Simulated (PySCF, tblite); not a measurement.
# C3H6BNO2: geometry, infrared bands and NMR shifts

What infrared bands and NMR shifts should C3H6BNO2 (`OB(O)NC1C=C1`) show?

Computed with tblite 0.8.0 and PySCF 2.14.0, with density-fitted response routines of our own, on a single molecule in the gas phase. Atoms are numbered from 0 throughout.

## (1) The starting structure

13 atoms, charge 0, multiplicity 1; geometry from: force field or distance geometry start.

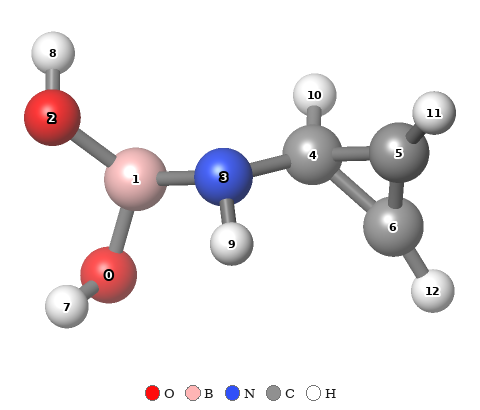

The starting geometry (oxygen red, boron pink, nitrogen blue, carbon grey, hydrogen white), atoms numbered; sticks join atoms by distance.

## (2) Geometry optimisation with GFN2-xTB

What the job is given:

```
{"job": {"kind": "relax", "xc": "GFN2-xTB", "basis": "xTB"}, "charge": 0, "multiplicity": 1}
O      1.901600     1.249600    -0.830700
B      1.503700    -0.056000    -0.310900
O      2.632300    -0.878500     0.201200
N      0.233800    -0.068000     0.519900
C     -0.942800    -0.413300    -0.230300
C     -2.195200    -0.424800     0.583500
C     -2.065200     0.562100    -0.327100
H      2.423800     1.716500    -0.105600
H      2.659700    -1.779900    -0.195500
H      0.078300     0.870800     0.969400
H     -0.911200    -1.264000    -0.957800
H     -2.730200    -0.947600     1.375700
H     -2.592900     1.433700    -0.709400
```

Started as:

```bash
OMP_NUM_THREADS=1 python probes_run.py task.json out
```

One launch serves the whole session: the jobs run in the order shown.

Log:

```text
step      E/eV     max force
  0    -590.17638    4.024
  1    -590.78704    2.725
  2    -591.08521    2.848
  3    -591.23273    1.121
  4    -591.28730    0.679
  5    -591.37966    0.824
  6    -591.45747    1.284
  7    -591.55958    1.276
  8    -591.67598    1.065
  9    -591.78876    0.823
 10    -591.85702    1.129
 11    -591.95152    1.258
 12    -592.03024    0.889
 13    -592.09063    1.079
 14    -592.07947    1.672
 15    -592.13140    0.449
 16    -592.14871    0.360
 17    -592.19791    0.344
 18    -592.21311    0.319
 19    -592.22992    0.394
 20    -592.24978    0.387
 21    -592.26961    0.356
 22    -592.28614    0.367
 23    -592.29948    0.293
 24    -592.31283    0.332
 25    -592.32938    0.367
 26    -592.34955    0.432
 27    -592.37051    0.371
 28    -592.38955    0.315
 29    -592.40115    0.360
 30    -592.41978    0.383
 31    -592.44162    0.433
 32    -592.46844    0.462
 33    -592.49058    0.332
 34    -592.50100    0.512
 35    -592.50831    0.256
 36    -592.51252    0.197
 37    -592.51919    0.194
 38    -592.52402    0.227
 39    -592.53152    0.244
 40    -592.53688    0.186
 41    -592.54060    0.160
 42    -592.54394    0.153
 43    -592.54800    0.177
 44    -592.55236    0.163
 45    -592.55704    0.189
 46    -592.56261    0.205
 47    -592.56973    0.277
 48    -592.57914    0.294
 49    -592.58897    0.239
 50    -592.59694    0.324
 51    -592.60184    0.227
 52    -592.60804    0.201
 53    -592.61513    0.207
 54    -592.62295    0.220
 55    -592.62781    0.201
 56    -592.63133    0.151
 57    -592.63363    0.137
 58    -592.63651    0.141
 59    -592.63978    0.188
 60    -592.64254    0.131
 61    -592.64371    0.150
 62    -592.64468    0.087
 63    -592.64552    0.065
 64    -592.64634    0.078
 65    -592.64676    0.066
 66    -592.64715    0.047
 67    -592.64736    0.044
 68    -592.64752    0.031
 69    -592.64765    0.034
 70    -592.64778    0.027
 71    -592.64788    0.023
 72    -592.64794    0.021
 73    -592.64798    0.013
 74    -592.64800    0.009
```

It took 0.59 s on 1 thread of Arm Neoverse N1, shared host; peak memory 0.18 GiB.

Relaxation path: (not every step is listed)

| step | energy from step 0 (eV) | largest force (eV/Å) |
| --- | --- | --- |
| 0 | 0.0000 | 4.0243 |
| 1 | -0.6107 | 2.7249 |
| 2 | -0.9088 | 2.8485 |
| 3 | -1.0563 | 1.1209 |
| 4 | -1.1109 | 0.6790 |
| 5 | -1.2033 | 0.8239 |
| 6 | -1.2811 | 1.2844 |
| 7 | -1.3832 | 1.2764 |
| 8 | -1.4996 | 1.0646 |
| 14 | -1.9031 | 1.6724 |
| 20 | -2.0734 | 0.3868 |
| 26 | -2.1732 | 0.4319 |
| 32 | -2.2921 | 0.4615 |
| 38 | -2.3476 | 0.2267 |
| 44 | -2.3760 | 0.1630 |
| 50 | -2.4206 | 0.3241 |
| 56 | -2.4550 | 0.1507 |
| 62 | -2.4683 | 0.0870 |
| 68 | -2.4711 | 0.0313 |
| 69 | -2.4713 | 0.0344 |
| 70 | -2.4714 | 0.0275 |
| 71 | -2.4715 | 0.0232 |
| 72 | -2.4716 | 0.0206 |
| 73 | -2.4716 | 0.0134 |
| 74 | -2.4716 | 0.0094 |

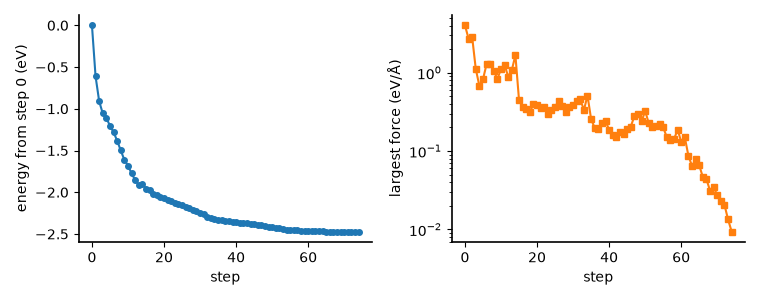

Energy and largest force along the relaxation.

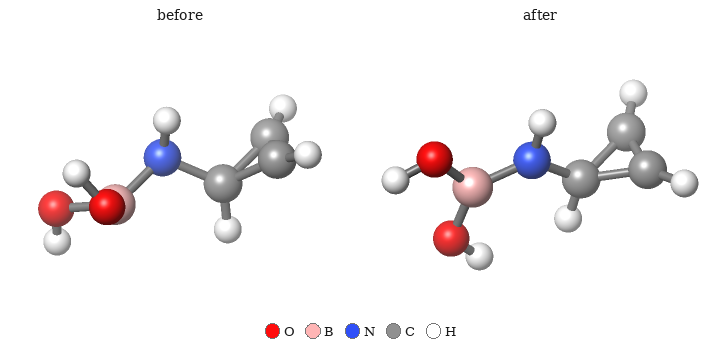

The geometry before (left) and after (right).

Close pairs (by a distance rule), those that changed most:

| bond | before (Å) | after (Å) | change (Å) |
| --- | --- | --- | --- |
| B1–O2 | 1.487 | 1.371 | -0.117 |
| B1–N3 | 1.518 | 1.413 | -0.105 |
| O0–B1 | 1.461 | 1.366 | -0.094 |
| O0–H7 | 1.008 | 0.957 | -0.052 |
| N3–H9 | 1.052 | 1.008 | -0.045 |
| C5–C6 | 1.349 | 1.306 | -0.043 |
| C4–H10 | 1.120 | 1.087 | -0.033 |
| O2–H8 | 0.985 | 0.954 | -0.031 |

The final coordinates are the input of the step that follows.

## (3) Infrared spectrum with GFN2-xTB

What the job is given:

```
{"job": {"kind": "ir", "xc": "GFN2-xTB", "basis": "xTB"}, "charge": 0, "multiplicity": 1}
O      2.385992     1.342355     0.371751
B      1.580917     0.321482    -0.047426
O      2.161132    -0.742200    -0.688763
N      0.198706     0.443878     0.217508
C     -0.873568    -0.452696    -0.095496
C     -2.102219    -0.495796     0.754386
C     -2.237155     0.071775    -0.414018
H      3.304322     1.187312     0.153097
H      1.561261    -1.431112    -0.964850
H     -0.103710     1.281576     0.688845
H     -0.513025    -1.358248    -0.576428
H     -2.522213    -0.766430     1.693032
H     -2.844827     0.598590    -1.109365
```

Log:

```text
mode    cm-1     km/mol
  1       7.1      0.59
  2      91.6      0.23
  3     155.6      1.08
  4     319.8      7.83
  5     402.1     10.90
  6     427.3     23.32
  7     454.4     67.40
  8     481.6     17.31
  9     482.9     16.18
 10     543.5     29.03
 11     586.5    390.01
 12     699.1      0.20
 13     718.0     46.60
 14     832.5      3.55
 15     837.1     42.35
 16     915.3     30.68
 17     951.7    164.75
 18     960.7      5.68
 19     963.4    100.72
 20    1011.0      9.43
 21    1083.0     71.61
 22    1198.0    145.93
 23    1258.9     60.76
 24    1278.6    247.92
 25    1330.5    250.36
 26    1458.8    696.81
 27    1744.0     28.74
 28    2970.6     75.55
 29    3203.7     11.31
 30    3224.8     10.80
 31    3481.2      2.33
 32    3647.8     22.25
 33    3669.3     11.87
```

It took 0.48 s on 1 thread of Arm Neoverse N1, shared host; peak memory 0.18 GiB.

The strongest bands and the atoms that carry them (share of the mass-weighted mode):

| cm⁻¹ | km/mol | atoms |
| --- | --- | --- |
| 586 | 390.0 | H9 36 %, B1 25 %, N3 14 %, H7 13 % |
| 952 | 164.8 | H8 66 %, O2 12 % |
| 963 | 100.7 | H7 66 %, O0 12 % |
| 1198 | 145.9 | H9 46 %, B1 21 %, C4 12 % |
| 1279 | 247.9 | B1 47 %, H9 16 %, C4 15 % |
| 1330 | 250.4 | B1 39 %, H10 27 %, C4 12 % |
| 1459 | 696.8 | N3 35 %, B1 21 %, C4 17 %, H9 15 % |
| 2971 | 75.5 | H10 93 % |

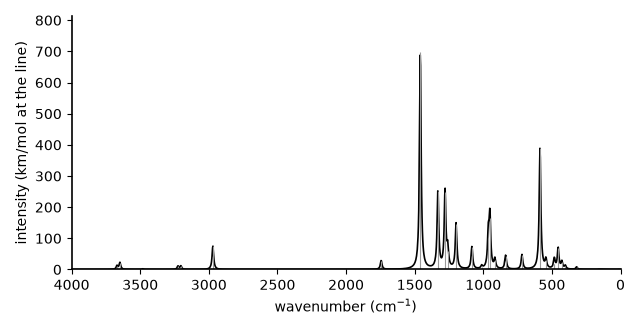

The infrared spectrum from these modes, unscaled. Lines are broadened to a width of 14 cm⁻¹ (Lorentzian).

## (4) NMR shieldings: PBE0/pcSseg-1

Settings changed since step 3:

```diff
@@ -1,2 +1,2 @@
-{"job": {"kind": "ir", "xc": "GFN2-xTB", "basis": "xTB"}, "charge": 0, "multiplicity": 1}
+{"job": {"kind": "nmr", "xc": "PBE0", "basis": "pcSseg-1"}, "charge": 0, "multiplicity": 1}
 O      2.385992     1.342355     0.371751
```

Method: GIAO PBE0/pcSseg-1 NMR shielding, non-relativistic, gas phase.

Log:

```text
coarse grid: 11304 points
cycle   1  E = -347.3950637799  dE =  1.263e+00  |g| = 8.954e-01  |ddm| = 3.227e+00
cycle   2  E = -347.2995820244  dE =  9.548e-02  |g| = 1.178e+00  |ddm| = 1.284e+00
cycle   3  E = -347.5417205400  dE = -2.421e-01  |g| = 8.632e-02  |ddm| = 7.499e-01
cycle   4  E = -347.5429827532  dE = -1.262e-03  |g| = 3.853e-02  |ddm| = 8.833e-02
cycle   5  E = -347.5432686783  dE = -2.859e-04  |g| = 1.124e-02  |ddm| = 3.251e-02
cycle   6  E = -347.5432942352  dE = -2.556e-05  |g| = 2.382e-03  |ddm| = 1.074e-02
cycle   7  E = -347.5432954738  dE = -1.239e-06  |g| = 5.381e-04  |ddm| = 2.555e-03
final grid: 110472 points
cycle   8  E = -347.6003509696  dE = -3.494e-05  |g| = 8.617e-03  |ddm| = 2.711e-02
cycle   9  E = -347.6003382780  dE =  1.269e-05  |g| = 1.192e-02  |ddm| = 1.540e-02
cycle  10  E = -347.6003666535  dE = -2.838e-05  |g| = 1.109e-03  |ddm| = 8.435e-03
cycle  11  E = -347.6003669266  dE = -2.731e-07  |g| = 1.830e-04  |ddm| = 1.152e-03
cycle  12  E = -347.6003669333  dE = -6.734e-09  |g| = 7.568e-05  |ddm| = 2.380e-04
cycle  13  E = -347.6003669345  dE = -1.135e-09  |g| = 1.786e-05  |ddm| = 6.888e-05
cycle  14  E = -347.6003669345  dE = -5.309e-11  |g| = 6.466e-06  |ddm| = 1.508e-05
converged SCF energy = -347.6003669345

GIAO shielding tensors (ppm)
atom      isotropic    diamagn.    paramagn.     s11        s22        s33       span
  0 O      256.967     385.638    -128.671    199.111    274.776    297.014     97.904
  1 B       81.162     195.823    -114.662     67.385     82.150     93.950     26.565
  2 O      264.892     388.553    -123.661    202.405    288.810    303.461    101.056
  3 N      173.499     321.953    -148.454    143.063    150.910    226.524     83.461
  4 C      155.665     232.295     -76.629    106.578    125.254    235.164    128.586
  5 C       55.962     257.514    -201.552    -80.522     59.739    188.668    269.190
  6 C       55.057     257.447    -202.390    -81.909     58.255    188.824    270.734
  7 H       28.949      29.717      -0.768     22.112     24.849     39.887     17.775
  8 H       28.636      33.458      -4.822     20.908     26.829     38.171     17.263
  9 H       30.495      33.668      -3.174     24.289     30.696     36.500     12.211
 10 H       29.023      29.523      -0.500     21.892     29.178     35.998     14.106
 11 H       23.897      32.678      -8.780     20.955     25.120     25.617      4.662
 12 H       23.861      32.667      -8.806     20.860     25.099     25.625      4.765
```

Wall time 36 s (1 thread of Arm Neoverse N1, shared host); peak memory 0.7 GiB.

Shifts follow as δ = σ(reference) − σ, with reference shieldings (ppm) from runs at the same level and on the same kind of geometry: 1H TMS 31.72, 13C TMS 186.9, 15N NH3 267.7, 17O H2O 336.1, 11B BF3·OEt2 100.1. The references are single molecules in the gas phase, so shifts against H2O, NH3, PH3, H3PO4 or CFCl3 are not on the usual liquid scales and can be off by tens of ppm. Atoms listed in one row are averaged.

| atoms | environment | σ (ppm) | δ (ppm) | δ scaled to CDCl3 |
| --- | --- | --- | --- | --- |
| C5, C6 | alkene CH | 55.5 | 131.4 | 126.3 |
| C4 | three-membered-ring carbon | 155.7 | 31.3 | 28.6 |
| H11, H12 | hydrogen on an alkene CH | 23.88 | 7.84 | 7.49 |
| H7, H8 | hydrogen on an oxygen bonded to B | 28.79 | 2.92 | – |
| H10 | hydrogen on a three-membered-ring carbon | 29.02 | 2.69 | 2.65 |
| H9 | hydrogen on a nitrogen bonded to C, B | 30.49 | 1.22 | – |
| O0, O2 | oxygen bonded to B, H | 260.9 | 75.1 | – |
| B1 | boron bonded to N, 2 O | 81.2 | 18.9 | – |
| N3 | nitrogen bonded to C, B, H | 173.5 | 94.2 | – |

The scaled column applies a straight-line fit of computed shieldings to shifts measured in CDCl3 (root-mean-square error 0.16 ppm for H, 1.9 ppm for C).

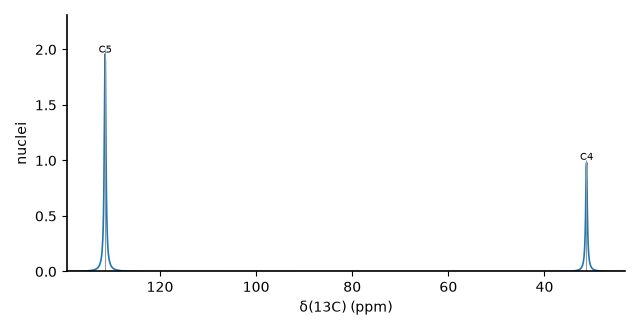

13C lines at the computed shifts, without couplings. Lines are broadened to a width of 0.40 ppm (Lorentzian).

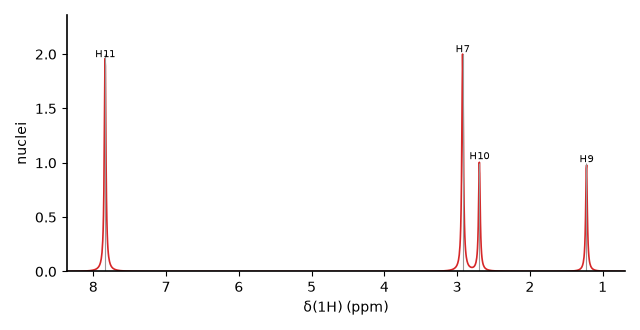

1H lines at the computed shifts, without couplings. Lines are broadened to a width of 0.03 ppm (Lorentzian).

The run also stored atomic charges by several schemes (e):

| atoms | Mulliken | IAO | Hirshfeld | ESP fit |
| --- | --- | --- | --- | --- |
| O0, O2 | -0.44 | -0.58 | -0.28 | -0.77 |
| B1 | 0.56 | 0.52 | 0.24 | 0.80 |
| N3 | -0.48 | -0.47 | -0.21 | -0.74 |
| C4 | 0.03 | 0.00 | 0.00 | 0.14 |
| C5, C6 | -0.08 | -0.17 | -0.05 | -0.23 |

IAO charges:

O0 -0.58; B1 0.52; O2 -0.58; N3 -0.47; C4 0.00; C5 -0.17; C6 -0.17; H7 0.36; H8 0.36; H9 0.27; H10 0.11; H11 0.17; H12 0.17

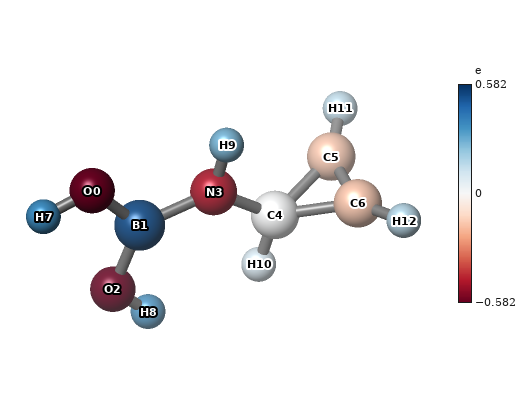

IAO charges, as colours on the atoms.

Mayer bond orders: O0–B1 1.19, B1–O2 1.14, B1–N3 1.13, N3–C4 0.98, C4–C5 0.95, C5–C6 1.68, C6–C4 0.95.

Ring of atoms C4, C5, C6: NICS(0) -28.1, NICS(1) -8.5, NICS(1)zz -16.7 ppm (means of both faces).

The two faces differ (NICS(1)zz -19.2 and -14.1 ppm).

In rings of three or four atoms NICS is ruled by the nearby σ bonds, so it says little on aromaticity.

The fields below are evaluated on a grid from the run's orbitals.

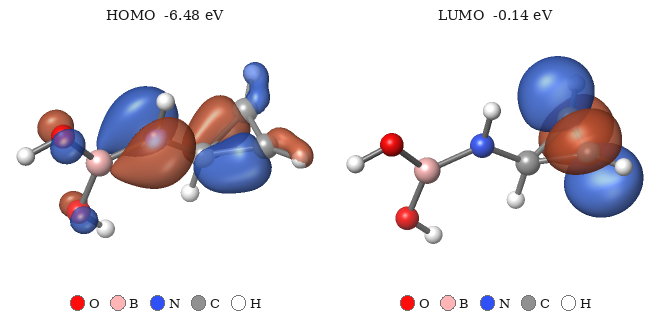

PBE0/pcSseg-1 orbitals near the gap, drawn at the value that encloses 70 % of each; the two colours are the two signs.

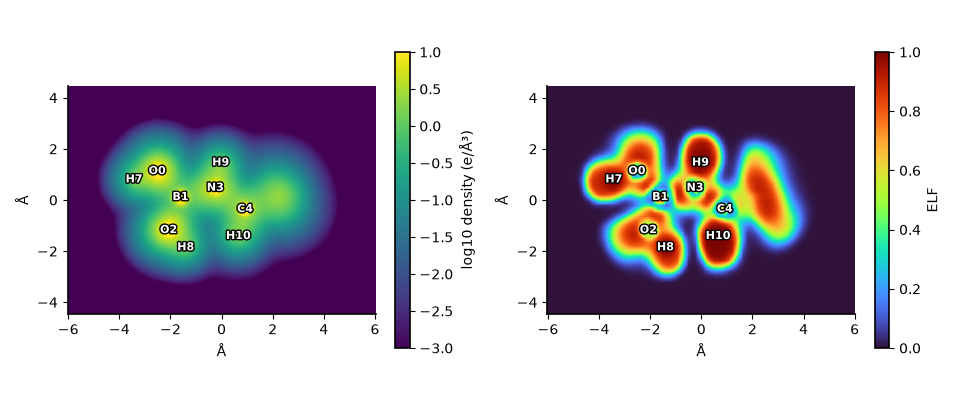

Density (left) and ELF (right) in a plane through or near 9 of the atoms.

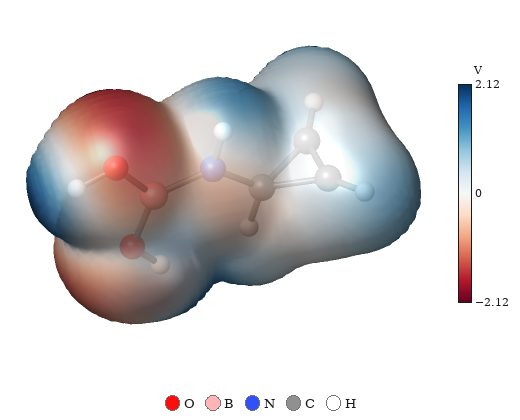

Electrostatic potential on the surface of density 0.002 e/bohr³; red is low, blue high. It runs from -1.55 V near O0 to 2.12 V near H8.

## (5) What came out

```
                                                               quantity                       value
                              strongest single infrared mode (GFN2-xTB)       1459 cm⁻¹, 697 km/mol
                                           zero-point energy (GFN2-xTB)               59.2 kcal/mol
13C shifts against TMS (PBE0/pcSseg-1, means over atoms taken as alike)             131.4, 31.3 ppm
 1H shifts against TMS (PBE0/pcSseg-1, means over atoms taken as alike)  7.84, 2.92, 2.69, 1.22 ppm
17O shifts against H2O (PBE0/pcSseg-1, means over atoms taken as alike)                    75.1 ppm
                            11B shifts against BF3·OEt2 (PBE0/pcSseg-1)                    18.9 ppm
                                 15N shifts against NH3 (PBE0/pcSseg-1)                    94.2 ppm
                                  surface potential, least and greatest          -1.55 V and 2.12 V
```

In words: The optimisation took 74 steps and gained 2.472 eV; among the close pairs (by a distance rule), B1–O2 changed most, from 1.487 to 1.371 Å. No mode is imaginary among the 33: a minimum at this level. The strongest single mode, at 1459 cm⁻¹, is spread over several atoms, N3, B1, C4, H9 among them. GFN2-xTB is a fitted tight-binding method: band positions and strengths are rough. Its intensities can rank the bands wrongly. C5, C6 (mean) (alkene CH) lies farthest downfield among carbon, at 131.4 ppm; an sp2 carbon of a C=C bond. The most deshielded hydrogen is H11, H12 (mean) (hydrogen on an alkene CH), at 7.84 ppm: olefinic region. At PBE0/pcSseg-1: Shielding is most anisotropic at C5, C6 (span 270 ppm, paramagnetic term -202 ppm).
